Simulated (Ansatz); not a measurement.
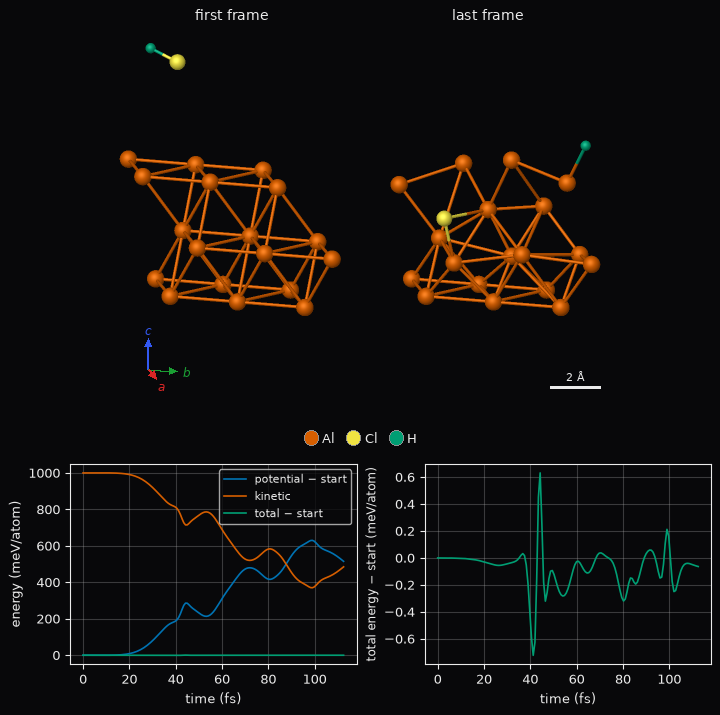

First-principles dynamics of HCl on Al(111) (20 atoms in the cell), 112 fs long. A ball-and-stick model of the simulation cell, with the vacuum cut short, seen slightly off an axis. Bonds to atoms that aren't drawn are left out.

Level of theory: DFT PBE, scalar-relativistic, plane waves, PAW (Ansatz). Set-up: plane-wave cutoff 420 eV; k-point mesh 3 × 2 × 1; Fermi-Dirac smearing 0.15 eV; 6 atoms held fixed; constant energy (NVE); time step 0.75 fs; at the start 2 atoms move with typed velocities and the others are at rest.

How well is the energy conserved, and can the run be trusted?

Answer. The total energy stays between −0.72 and 0.63 meV per atom of its start. A straight-line fit has a slope that amounts to −0.057 meV per atom over 112 fs (under 0.1 % of the mean kinetic energy), its mean offset in the second half is under 0.1 %, and the ripple about the line is under 0.1 % of the kinetic energy's fluctuation. With a drift under 2 % and a ripple under 7 %, the integration is accurate. The mean temperature in the second half is 5699 K (standard deviation 1095 K). The potential energy is still drifting at the end, so the run hasn't reached equilibrium. The potential energy in the second half lies on average 484 meV per atom above the first frame.

Limits of the set-up: the periodic images lie only 5.7 Å apart, so the values are limited by the cell's size.

Cost: 32 min on 1 thread of Arm Neoverse V2, on a shared host, peak memory 0.89 GiB.

PAW datasets: the set soft_1.
